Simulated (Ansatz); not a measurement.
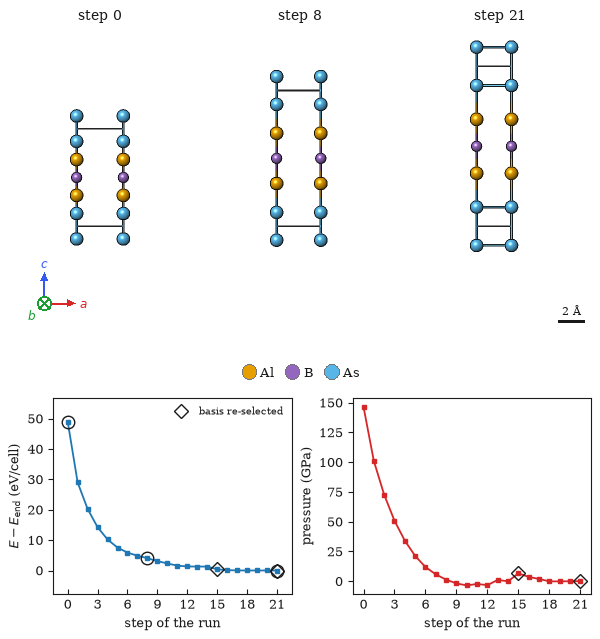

Frames of a relaxation of crystalline Al2BAs2 (a generated structure, set up in P4/mmm) (coarse preliminary run), marked on the history of the run. The picture is a ball-and-stick view of the cell of the calculation, seen along the b axis.

Computed with DFT PBE, scalar-relativistic, plane waves, PAW in Ansatz 0.2.0.

Input
```yaml
crystal:
  lattice:
    - [3.64008816, 0.0, 0.0]
    - [0.0, 3.64008816, 0.0]
    - [0.0, 0.0, 7.59703007]
  atoms:
    - { symbol: Al, position: [0.0, 0.0, 0.31652903] }
    - { symbol: Al, position: [0.0, 0.0, 0.68347097] }
    - { symbol: B, position: [0.0, 0.0, 0.5] }
    - { symbol: As, position: [0.0, 0.0, 0.13001819] }
    - { symbol: As, position: [0.0, 0.0, 0.86998181] }
basis:
  ecutwfc: 420
kpoints:
  mp_grid: { grid: [6, 6, 2] }
hamiltonian:
  xc: pbe
scf:
  occupations: { method: gaussian, width: 0.1 }
  lower_state_search: "off"
output:
  forces: true
  stress: true
  eigenvalues: true
relax:
  adjacent_minimum: "off"
  f_tol: 0.04
  max_steps: 70
  cell: { stress_tol: 0.4 }
```

Command:
```bash
ansatz run input.yaml --threads 1 --pin off --max-ram 2560MiB --backend cpu --events-out ev --progress --plain --runs-dir out
```

Question: What happens along the run?

Answer: The largest moves relative to the cell, 0.18 Å, are those of Al1 and Al2. Al2 goes along −c. Largest moves by element: Al 0.18 Å, As 0.13 Å. B stays in place. The drawn cell changes as follows: a = b 3.640 → 2.715 Å (−25.4 %), c 7.597 → 12.452 Å (+63.9 %); the volume changes by −8.8 %. Some distances before and after: B3–As4 2.811 → 4.733 Å, Al1–As4 1.417 → 2.634 Å, As4–As5 1.976 → 2.986 Å, As4–As4 3.640 → 2.715 Å. The space group stays P4/mmm (No. 123). The energy falls by 49.027 eV per cell of the calculation in 19 accepted moves (21 points after the start). The largest force component goes from 54 to 0.027 eV/Å. The pressure goes from 146.63 to 0.06 GPa. The SCF was repeated twice at an unchanged geometry on a basis and grid sized afresh for the cell, which shifted the energy by 0.903 eV per cell of the calculation at most. From step 0 to 8: As atoms move most (0.29 Å), volume +24.2 %, energy −44.978 eV per cell of the calculation. From step 8 to 21: As atoms move most (0.22 Å), volume −26.6 %, energy −4.049 eV per cell of the calculation.

Limits of the set-up: the k-point mesh is coarse for a cell with partly filled bands.
